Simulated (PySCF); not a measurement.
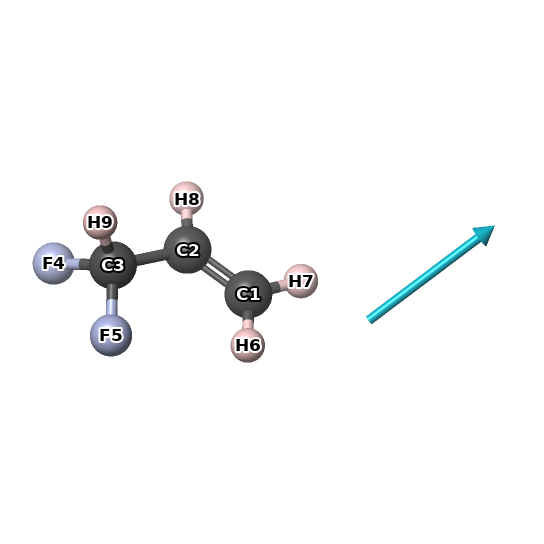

The arrow beside the molecule shows the direction of the dipole moment, from the negative to the positive end (its length means nothing). The computed structure is the end point of a GFN2-xTB optimisation. No frequency run is at hand to confirm it as a minimum. Method: B3LYP/pcJ-1, gas phase (PySCF 2.14.0).

Q: How large is the dipole moment?

A: 2.19 D; it points from the side of F4 to the side of H7 (the outermost atoms at the two ends).
